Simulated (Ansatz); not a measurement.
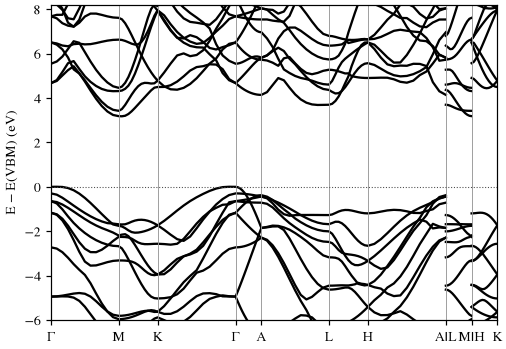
Band structure from r²SCAN (plane waves, PAW; program Ansatz)

### Question
Read off the gap and where the band edges lie.

### Answer
About 3.2 eV (3.17 eV by a search for the band edges); maximum on the Γ–M line, 10 % of the way from Γ, minimum on the M–K line, 9 % of the way from M.

The material is BeS in space group P6_422 (No. 181; Be on 3c, S on 3d).

The start of the workflow was typed in or built on a structure type; neither database checked (COD, Materials Project) lists it. COD files the formula under space group No. 216, so this cell is another polymorph or a model. Whether it is the stable phase at ambient conditions was not checked. The cell was relaxed with r²SCAN under the symmetry of its start; whether a distortion lowers the energy is not shown.

Potentials: the earlier of the program's two PAW sets.
